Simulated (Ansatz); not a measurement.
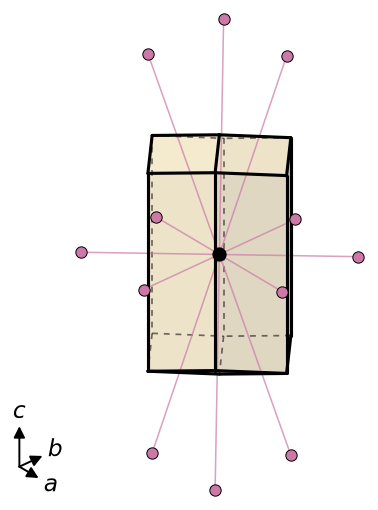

The Wigner–Seitz cell of the crystal's lattice, with lines to the lattice points that define its faces. Crystal: Mg2PCl, the end point of a relaxation with Ansatz, DFT PBEsol, scalar-relativistic, plane waves, PAW; the starting structure was generated, so it need not be a known form of this composition. Geometry calculated from the standardised cell; symmetry tolerance 0.002 Å.

a = 3.861 Å, b = 3.861 Å, c = 18.509 Å, α = 90.00°, β = 90.00°, γ = 120.00°; space group R-3m, No. 166, hexagonal axes.

**Describe the polyhedron.**

A rhombic dodecahedron: 12 faces (12 with 4 edges), 24 edges, 14 vertices. Its volume is that of the primitive cell, 79.6 Å³.

**Which lattice vectors do the faces bisect?**

| example | length (Å) | faces | edges of each | area (Å²) |
| --- | --- | --- | --- | --- |
| a | 3.86 | 6 | 4 | 12.9 |
| 2/3 a + 1/3 b + 1/3 c | 6.56 | 6 | 4 | 4.6 |
